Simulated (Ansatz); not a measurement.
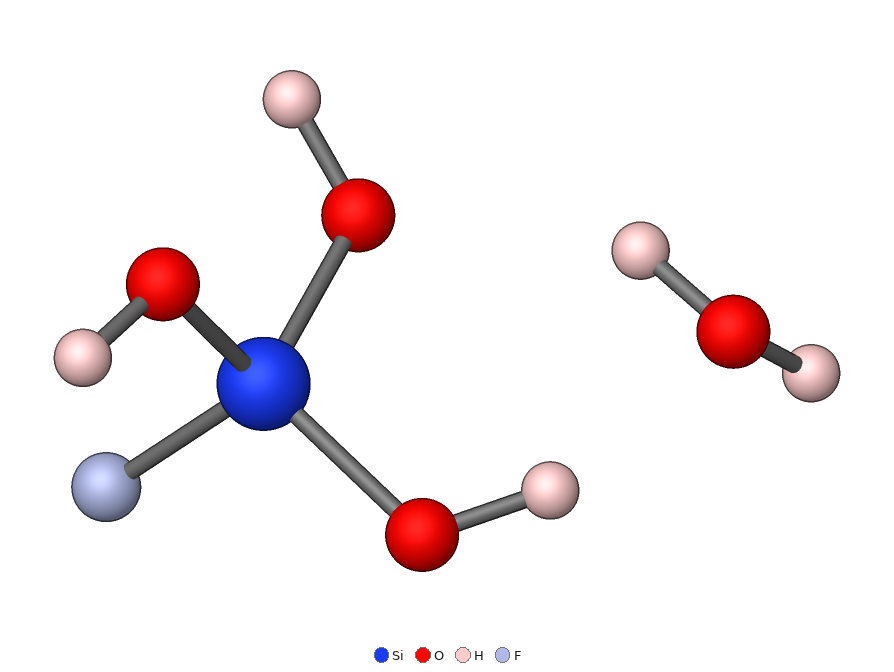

Harmonic vibrations computed with RKS PBE0-D4/def2-TZVP (Ansatz 0.2.0) at a stationary point of the same level.

> How many imaginary frequencies does it have?

A minimum: no imaginary frequency, and the lowest mode lies at 34 cm⁻¹.

> List the wavenumbers.

27 modes: 34, 136, 152, 192, 213, 238, 288, 301, 338, 371, 390, 394, 562, 699, 780, 815, 886, 951, 963, 1034, 1112, 1632, 3573, 3745, 3918, 3921, 3934 cm⁻¹.
